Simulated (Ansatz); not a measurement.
# Is CuBW in the AlB2 type a stable metal?, part 2 of 3

Question: is the lattice of CuBW in the AlB2 type stable, and if so, what are its coupling constant and resistivity?

Ansatz 0.2.0; DFT PBE, scalar-relativistic, plane waves, PAW; PAW set soft_1.

So far. Step 2 (Relaxation): The largest force is now zero by symmetry and the largest stress component 0.0020 GPa. Step 3 (Relaxing tightly for phonons): The largest force is now zero by symmetry and the largest stress component 8.8e-4 GPa, small enough for phonons. The relaxed cell has a = 3.452, c = 3.240 Å (conventional setting).

The structure was built from a prototype and need not be the compound's stable phase.

**4. Phonons by linear response: q 2×2×2, k 6×6×6**

Couplings are defined for a stable lattice alone, so phonons come first.

input.yaml reads:

```yaml
crystal:
  lattice:
    - [3.4521936748, -2.9646e-06, 0.0]
    - [-1.72609427, 2.9896889035, 0.0]
    - [0.0, 0.0, 3.2399422632]
  atoms:
    - { symbol: W, position: [0.0, 0.0, 0.0] }
    - { symbol: B, position: [0.3333333333, 0.6666666667, 0.5] }
    - { symbol: Cu, position: [0.6666666667, 0.3333333333, 0.5] }
kpoints:
  mp_grid: { grid: [6, 6, 6] }
hamiltonian:
  xc: pbe
  pseudopotentials: { kind: paw, azcp: { folder: soft_1 } }
scf:
  occupations: { method: methfessel_paxton, width: 0.2 }
output:
  eigenvalues: true
phonons:
  method: dfpt
  qmesh: [2, 2, 2]
  temperatures: { t_max: 1000, t_step: 50 }
  qpath:
    path:
      - [[0.0, 0.0, 0.0], [0.5, 0.0, 0.0], [0.33333333, 0.33333333, 0.0], [0.0, 0.0, 0.0], [0.0, 0.0, 0.5], [0.5, 0.0, 0.5], [0.33333333, 0.33333333, 0.5], [0.0, 0.0, 0.5]]
      - [[0.5, 0.0, 0.5], [0.5, 0.0, 0.0]]
      - [[0.33333333, 0.33333333, 0.5], [0.33333333, 0.33333333, 0.0]]
    npoints: 10
```

Started as:

```bash
> ansatz run input.yaml --threads 4 --pin off --max-ram 12288MiB --backend cpu --events-out ev --progress --plain --runs-dir out
```

Numbers of over 12 decimals in the logs are rounded to 6 here.

Log:

```text
Warning: phonons: the dynamical matrix that this run interpolates holds no multipole term above the dipole-dipole one, and a site of this crystal is no centre of inversion, so its interpolated transverse optical and acoustic branches and sound speeds can stay off near Gamma, and the density of states and the thermodynamics with them. What a run solves at a wave vector of phonons.qpoints, Gamma apart, where the deck admits one, is free of this, and under fd what a larger phonons.supercell samples
[...]
Crystal: 3 atoms, lattice volume = 33.439 Å³
Basis set: ecut = 420 eV, 647 PW (Γ), exchange–correlation on 48×48×48 points (8 copies of the dense FFT grid, shifted against one another)
Bands: 22, of which v1, the nominal top of the filled ones, is band 18 counted from 1 (17 counted from 0)
Symmetry: 12 space group operations
k-points: 28 of 216 (time reversal used)
[...]
SCF iter   1: F=—  HF=-17168.648084 eV  |F-HF|=—  |Δ(HF+E_count)|=         —  Δρ=1.97e-1  dr2=1.17e1  ethr=3.10e-3  ⟨swp⟩=4.2  Hψ=2190  notcnv=0
[...]
SCF iter  10: F=-17166.171444 eV  HF=-17166.171444 eV  |F-HF|=1.09e-11  |Δ(HF+E_count)|=  2.91e-11  S|Δr|=    0.00e0  Δρ=3.41e-8  dr2=3.43e-13  ethr=1.00e-12  ⟨swp⟩=5.1  Hψ=2522  notcnv=0
SCF 1 converged in 10 iterations: F = -17166.171444 eV  dr2 = 3.43e-13
[...]
SCF iter   1: F=—  HF=-17166.171444 eV  |F-HF|=—  |Δ(HF+E_count)|=         —  Δρ=3.16e-7  dr2=2.99e-11  ethr=9.04e-9  ⟨swp⟩=3.2  Hψ=4040  notcnv=0
eigensolver tolerance schedule: the retry pair's looser diagonalisation over-reported the residual by 108733.91 of it (diagonalisation noise at 0.46 of the residual, at the tolerance the schedule requests for it); recorded, not acted on — ethr = c·dr2/N_el stays at c = 1.0e-1
[...]
SCF iter   2: F=—  HF=-17166.171444 eV  |F-HF|=—  |Δ(HF+E_count)|=  4.15e-10  S|Δr|=    0.00e0  Δρ=2.53e-7  dr2=1.44e-11  ethr=1.00e-12  ⟨swp⟩=3.0  Hψ=1310  notcnv=0
SCF iter   3: F=-17166.171444 eV  HF=-17166.171444 eV  |F-HF|=3.64e-12  |Δ(HF+E_count)|=  1.46e-11  S|Δr|=    0.00e0  Δρ=1.10e-7  dr2=3.70e-12  ethr=1.00e-12  ⟨swp⟩=2.6  Hψ=1439  notcnv=0
SCF 2 converged in 3 iterations: F = -17166.171444 eV  dr2 = 3.70e-12
phonons: the bands overlap, so this run is a metal and interpolates without the dipole-dipole term. If the crystal is really an insulator or semiconductor, its LO-TO splitting is missing
NSCF: frozen V_eff on 28 k-points
[...]
DFPT response loops at q = (0, 0, 0) (fractional): preconditioner auto → Kerker (q_TF=auto, 2.762 Å⁻¹) (partly filled bands, converged f_vac=0.000); β = 1.00, the filter's whole step (`scf.mixing.beta` (0.50) is not read by the response loops under this deck's `scf.mixing.preconditioner`; to damp them name `kerker` or `kerker_dos`, under which they read `scf.mixing.beta`, and type it under 1.00, their step now; both keys bind the ground state too); Broyden in place of MSR1
[...]
SCF converged after 10 iterations
Stability not checked: this state was not tested for a lower state beside it, because cold or Methfessel-Paxton smearing, or corrected tetrahedra, fill the levels in a way that the test cannot read (fill_not_monotonic; see scf.lower_state_search)
Free energy (F): -17166.171444 eV
[...]
Internal energy: -17166.172330 eV  (E = F + TS)
E sigma→0 (E₀):  -17166.171665 eV
Entropy (-TS):   0.000886 eV (0.295 meV/atom)
Fermi energy:    19.092711 eV
[...]
--- Band table (eV; the first three rows and the last of 28) ---
  k-point 0: bands = [... 14 lower, 16.8313, 16.8313, 17.3079, 19.3508, 20.1050, 20.1050, 24.0524, 24.1546]
  k-point 1: bands = [... 14 lower, 16.9383, 17.1410, 17.1410, 19.1121, 19.7306, 19.7306, 24.0002, 24.0002]
  k-point 2: bands = [... 14 lower, 15.8692, 18.0740, 18.0740, 19.2807, 19.2807, 20.0869, 22.6926, 22.6926]
  k-point 27: bands = [... 14 lower, 15.3567, 15.9581, 16.2303, 16.5679, 20.8291, 23.1933, 23.3330, 23.5715]
--- Phonons (Γ-DFPT): 6 representative perturbations + reference (Σ response iterations 21) ---
  ASR residual: 2.620e-5 → 0.000e0 eV/Å²; symmetrization residual: 1.750e-6 eV/Å²
  ASR residual per site (eV/Å²): 2.62e-5 1.38e-5 1.40e-5
  Γ frequencies (cm⁻¹): 0.00 0.00 0.00 134.55 238.55 238.55 264.27 615.38 615.38
--- Phonons (arbitrary-q DFPT): 4 irreducible q on the 2×2×2 mesh ---
  q = [0.0000, 0.0000, 0.0000] (star 1, of the zone-centre solve; hermiticity 1.69e-7, symmetrization 8.87e-9): -0.00 0.00 0.00 134.55 238.55 238.55 264.27 615.38 615.38
  q = [0.0000, 0.0000, -0.5000] (star 1, 6 solved perturbations in 324 linear systems a pass and spin channel, the states on 80 of 216 k-point pairs; hermiticity 3.10e-8, symmetrization 4.33e-8): 131.22 131.22 166.66 210.66 210.66 237.84 337.64 610.20 610.20
[...]
sum rule: each row above includes the acoustic sum rule's correction from the zone centre's row sums; it moved no ω² by more than (0.59 cm⁻¹)²
  mesh force constants: q→R imaginary residual 2.23e-17; ASR residual 2.620e-5 → 0.000e0 eV/Å²; symmetrization residual 1.421e-14 eV/Å²
  interpolated dispersion: 93 rows × 9 modes
  density of states and harmonic sums: on the 22×22×20 q-mesh, interpolated from the force constants of a 2×2×2 supercell (no non-analytic term)
  largest difference from the sums on the solved wave vectors: F 1.13e-1 eV, S 1.63e-4 and C_V 4.93e-5 eV/K
  zero-point energy: 0.157895 eV/cell   skipped modes (ω ≤ 0): 106, of them read as no rigid motion or as one in doubt: 103 (1.782e-1 modes/cell left out, lowest -64.02 cm⁻¹)   left out of the sums: 1.98e-2 of the cell's modes: C_V's classical limit lies that fraction below 3 k_B per atom; for a crystal, a wire or a layer, F and S can be off by more, and a phonons.interpolated_qmesh denser along its periods is the remedy for the sampling
```

Wall time 35 s (4 threads of Arm Neoverse V2, shared host); peak memory 0.54 GiB.

Numbers from this step:

```yaml
share_of_imaginary_modes_in_the_plain_interpolation_between_solved_wavevectors: 0.0206
highest_frequency_solved_or_plainly_interpolated: 659 cm⁻¹
```

Solved on the 2×2×2 mesh alone; all other wavevectors are interpolated. The phonon branches at the labelled points (cm⁻¹):

```
    point  branch 1  branch 2  branch 3  branch 4  branch 5  branch 6  branch 7  branch 8  branch 9
        Γ         0         0         0       134       238       238       264       615       615
        M        23       122       129       176       244       245       300       630       646
        K        77       127       149       186       216       228       323       622       659
        Γ         0         0         0       134       238       238       264       615       615
        A       131       131       167       211       211       238       338       610       610
        L       -64       123       140       199       266       306       316       622       634
        H       -51        75       122       255       270       302       305       610       648
        A       131       131       167       211       211       238       338       610       610
jump to L       -64       123       140       199       266       306       316       622       634
        M        23       122       129       176       244       245       300       630       646
jump to H       -51        75       122       255       270       302       305       610       648
        K        77       127       149       186       216       228       323       622       659
```

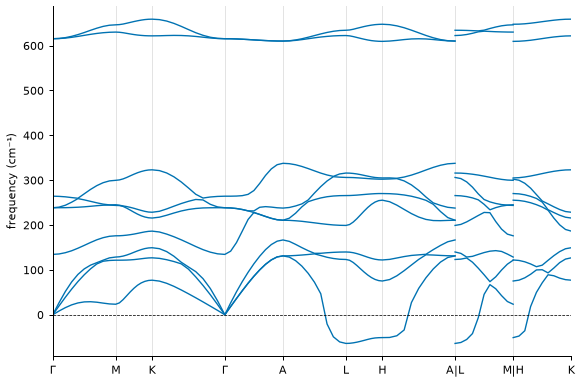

Phonon branches along the path.

Lowest modes at the softest wavevector of the mesh. Modes at q = (0.500, 0.500, 0.500), with each element's share of the kinetic energy (negative means imaginary):

```
mode  frequency (cm⁻¹)  W %  B %  Cu %
   1             -64.0   80    0    20
   2             123.2   87    0    13
   3             139.9  100    0     0
   4             199.1    0   14    86
   5             265.7   19    3    78
   6             306.1    1   97     2
```

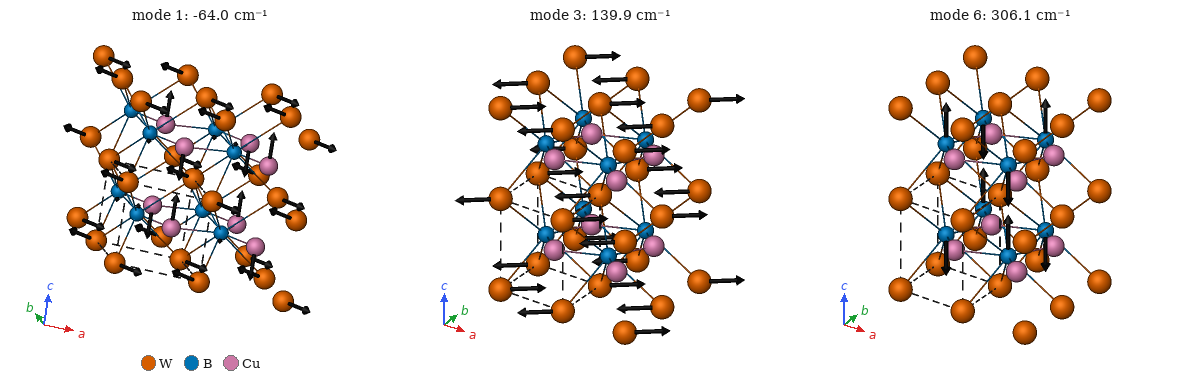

Displacement patterns of modes 1, 3 and 6 at q = (0.500, 0.500, 0.500); arrows are exaggerated. Bonds to atoms that aren't drawn are left out. 2×2×2 cells are drawn. Some periodic images of atoms are drawn too.

Among the solved wavevectors the lowest mode, translations apart, is -64 cm⁻¹, imaginary.

**5. Phonons by linear response: q 3×3×2, k 9×9×8**

An imaginary mode on so few k-points may come from the sampling, so the phonons are repeated with another q and k mesh.

Edit input.yaml of step 4 so:

```diff
@@ -10,3 +10,3 @@
 kpoints:
-  mp_grid: { grid: [6, 6, 6] }
+  mp_grid: { grid: [9, 9, 8] }
 hamiltonian:
@@ -20,3 +20,3 @@
   method: dfpt
-  qmesh: [2, 2, 2]
+  qmesh: [3, 3, 2]
   temperatures: { t_max: 1000, t_step: 50 }
```

Log:

```text
[...]
Crystal: 3 atoms, lattice volume = 33.439 Å³
Basis set: ecut = 420 eV, 647 PW (Γ), exchange–correlation on 48×48×48 points (8 copies of the dense FFT grid, shifted against one another)
Bands: 22, of which v1, the nominal top of the filled ones, is band 18 counted from 1 (17 counted from 0)
Symmetry: 12 space group operations
k-points: 60 of 648 (time reversal used)
[...]
SCF iter   1: F=—  HF=-17168.645666 eV  |F-HF|=—  |Δ(HF+E_count)|=         —  Δρ=1.98e-1  dr2=1.18e1  ethr=3.10e-3  ⟨swp⟩=4.2  Hψ=4700  notcnv=0
[...]
SCF iter  11: F=-17166.172750 eV  HF=-17166.172750 eV  |F-HF|=3.64e-12  |Δ(HF+E_count)|=  3.64e-12  S|Δr|=    0.00e0  Δρ=5.15e-8  dr2=4.81e-13  ethr=1.00e-12  ⟨swp⟩=5.1  Hψ=5323  notcnv=0
SCF 1 converged in 11 iterations: F = -17166.172750 eV  dr2 = 4.81e-13
[...]
SCF iter   3: F=-17166.172750 eV  HF=-17166.172750 eV  |F-HF|=0.00e0  |Δ(HF+E_count)|=  1.09e-11  S|Δr|=    0.00e0  Δρ=1.09e-7  dr2=3.61e-12  ethr=1.00e-12  ⟨swp⟩=1.1  Hψ=2883  notcnv=0
SCF 2 converged in 3 iterations: F = -17166.172750 eV  dr2 = 3.61e-12
[...]
SCF converged after 11 iterations
[...]
Free energy (F): -17166.172750 eV
[...]
Internal energy: -17166.174479 eV  (E = F + TS)
E sigma→0 (E₀):  -17166.173182 eV
Entropy (-TS):   0.001729 eV (0.576 meV/atom)
Fermi energy:    19.089809 eV
[...]
--- Band table (eV; the first three rows and the last of 60) ---
  k-point 0: bands = [... 14 lower, 16.8297, 16.8297, 17.3091, 19.3508, 20.1062, 20.1062, 24.0515, 24.1546]
  k-point 1: bands = [... 14 lower, 16.9996, 16.9996, 17.1417, 19.1138, 19.8681, 19.8681, 24.1319, 24.1319]
  k-point 2: bands = [... 14 lower, 16.3540, 17.5449, 17.5449, 19.4555, 19.4741, 19.4741, 23.4497, 23.4497]
  k-point 59: bands = [... 14 lower, 15.3540, 15.9600, 16.2284, 16.5650, 20.8307, 23.1945, 23.3307, 23.5724]
[...]
ASR residual: 3.174e-5 → 0.000e0 eV/Å²; symmetrization residual: 1.588e-6 eV/Å²
  ASR residual per site (eV/Å²): 2.80e-5 2.22e-5 3.17e-5
  Γ frequencies (cm⁻¹): 0.00 0.00 0.00 130.54 237.03 237.03 265.37 613.19 613.19
--- Phonons (arbitrary-q DFPT): 6 irreducible q on the 3×3×2 mesh ---
[...]
interpolated dispersion: 93 rows × 9 modes
[...]
```

Elapsed: 2.9 min, on 4 threads; peak memory 1.1 GiB; 11 min of CPU time.

This step gave:

| Item | Value |
| --- | --- |
| share of imaginary modes in the plain interpolation between solved wavevectors | 0.0161 |
| highest frequency, solved or plainly interpolated | 661.6 cm⁻¹ |

Solved on the 3×3×2 mesh alone; all other wavevectors are interpolated. Phonon branches along the path, in cm⁻¹:

```
    point  branch 1  branch 2  branch 3  branch 4  branch 5  branch 6  branch 7  branch 8  branch 9
        Γ         0         0         0       130       237       237       265       613       613
        M        36       125       128       193       244       244       301       628       651
        K        88       129       149       202       209       227       323       609       662
        Γ         0         0         0       130       237       237       265       613       613
        A       131       131       168       211       211       240       341       612       612
        L       -51       118       136       197       266       303       316       621       632
        H       -67        78       110       260       269       291       304       609       641
        A       131       131       168       211       211       240       341       612       612
jump to L       -51       118       136       197       266       303       316       621       632
        M        36       125       128       193       244       244       301       628       651
jump to H       -67        78       110       260       269       291       304       609       641
        K        88       129       149       202       209       227       323       609       662
```

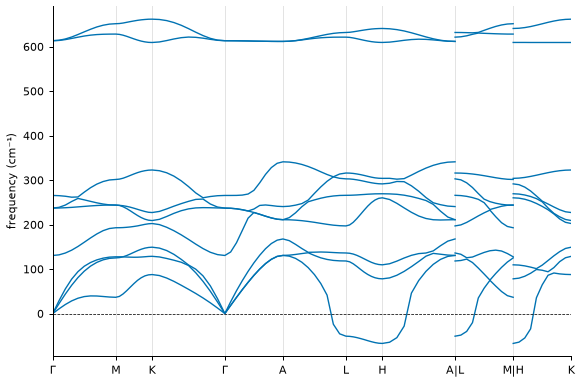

Phonon branches along the path.

Lowest modes at the softest wavevector of the mesh. The modes at q = (-0.333, -0.333, 0.500) (shares of kinetic energy by element, %) (negative means imaginary):

```
mode  frequency (cm⁻¹)  W %  B %  Cu %
   1             -67.2   78    0    22
   2              78.0   67    3    29
   3             109.5   98    2     0
   4             260.1   33   10    58
   5             269.2   22    0    78
   6             291.4    2   98     0
```

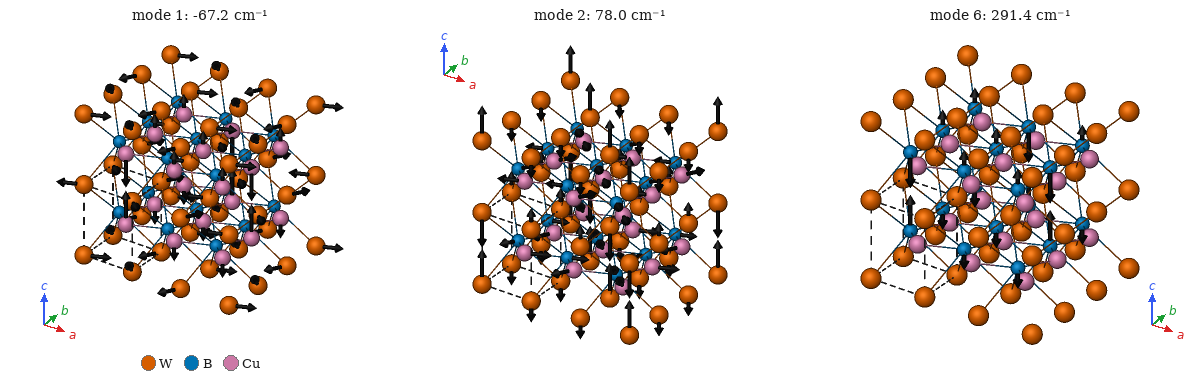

Displacement patterns of modes 1, 2 and 6 at q = (-0.333, -0.333, 0.500); arrows are exaggerated. Bonds to atoms that aren't drawn are left out. 3×3×2 cells are drawn. Some periodic images of atoms are drawn too.

The modes has structure finer than the step of the table below, so its rows give means over 50 cm⁻¹, whole bins alone (the curve runs from -75.6 to 691 cm⁻¹). Peaks (cm⁻¹: height): B 295.8: 0.00978, 618.9: 0.0639; Cu 64.3: 0.00485, 252.4: 0.0324, 305.4: 0.0242, 618.9: 0.00614; W 136.6: 0.0361, 233.1: 0.00752.

Phonopy on the run's constants, 19x19x17 mesh, Gaussian sigma 5.5 cm⁻¹. Table of modes by wavenumber; means over each step; values in 1/cm⁻¹/cell:

```
wavenumber (cm⁻¹)        B       Cu        W
              -50   7.2e-7   4.9e-4  0.00185
                0   7.9e-6   2.5e-4   9.2e-4
               50   2.4e-4  0.00309   0.0113
              100   3.8e-4  0.00361   0.0217
              150  0.00146   9.2e-4   0.0153
              200  0.00638  0.00739  0.00125
              250  0.00724   0.0266  0.00601
              300  0.00728   0.0138  0.00173
              350   6.9e-4   1.7e-4   1.7e-5
              400        0        0        0
              450        0        0        0
              500        0        0        0
              550        0        0        0
              600   0.0183  0.00167   2.7e-6
              650   0.0180  0.00199   5.1e-6
```

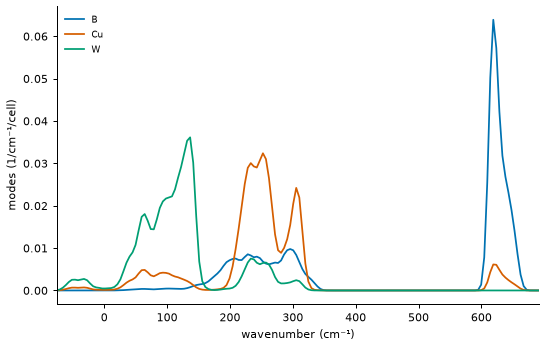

Modes, plotted against wavenumber.

No LO-TO term; unit eigenvectors of the mass-weighted matrix. Modes at Γ, with each element's share of the kinetic energy:

```
mode  frequency (cm⁻¹)  symmetry  W %  B %  Cu %
   1               0.0   unnamed   71    4    25
   2               0.0   unnamed   71    4    25
   3               0.0   unnamed   71    4    25
   4             130.5      A2''    1   94     5
   5             237.0        E'   29   10    61
   6             237.0        E'   29   10    61
   7             265.4      A2''   28    2    71
   8             613.2        E'    0   86    14
   9             613.2        E'    0   86    14
```

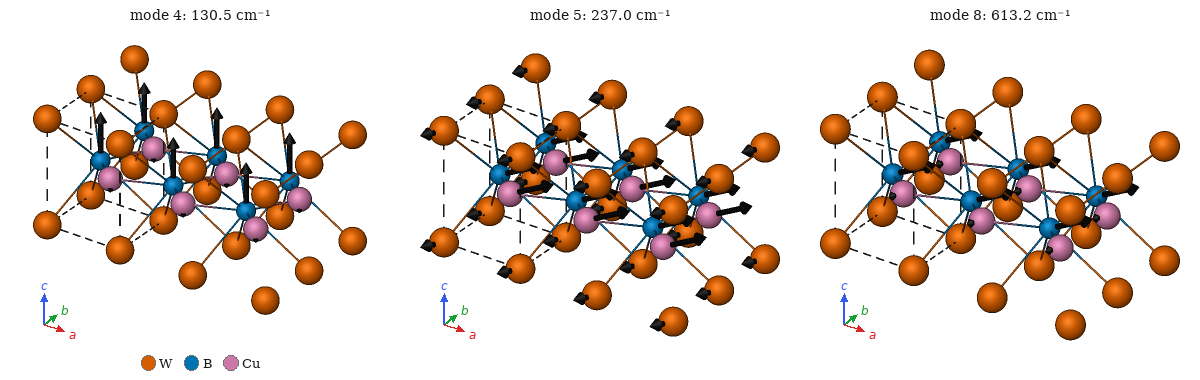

Displacement patterns of modes 4, 5 and 8 at Γ; arrows are exaggerated. Bonds to atoms that aren't drawn are left out. 3×2×1 cells are drawn. Some periodic images of atoms are drawn too.

Among the solved wavevectors the lowest mode, translations apart, is -67.2 cm⁻¹, imaginary.

(Continued in part 3 of 3.)

[Logs are printed without paths, hosts, clocks, repeated set-up lines and the standing remarks that a program may print on its own settings, such as how far it seeks lower states.]

[Hosts, paths, dates, database ids (printed as entryN), source tags and the programs' standing remarks are cut or masked in the printed files.]
